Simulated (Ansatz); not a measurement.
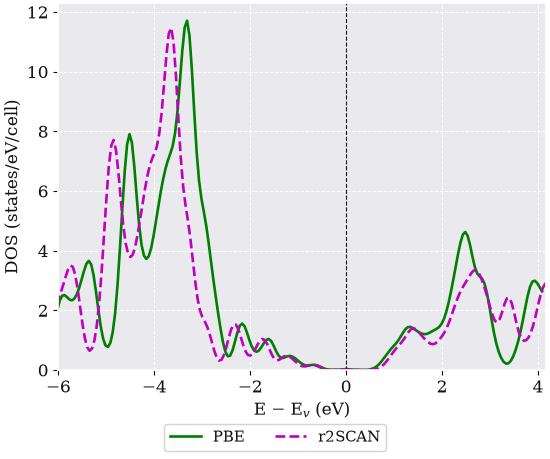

Total densities of states of NaGeCl$_{3}$, space group P4/mmm, 5 atoms in the cell, cubic perovskite type, uniaxial (x) strain +1.5%, by two methods on the same cell. The curves are built from the levels of the k mesh with Gaussians 0.3 eV wide, which also blur the band edges. Each is counted from its own valence-band top.

Q: What changes from one method to the other?

A: PBE gives a gap of 0.66 eV and r2SCAN gives a gap of 0.77 eV. In the window shown, the tallest filled peak lies at −3.3 eV in PBE and −3.6 eV in r2SCAN.

Settings. PBE: DFT, PBE, plane waves, PAW, no spin polarisation, 6×6×6 k mesh, 420 eV cutoff (Ansatz 0.2.0). r2SCAN: DFT, r2SCAN, plane waves, PAW, no spin polarisation, 6×6×6 k mesh, 500 eV cutoff (Ansatz).
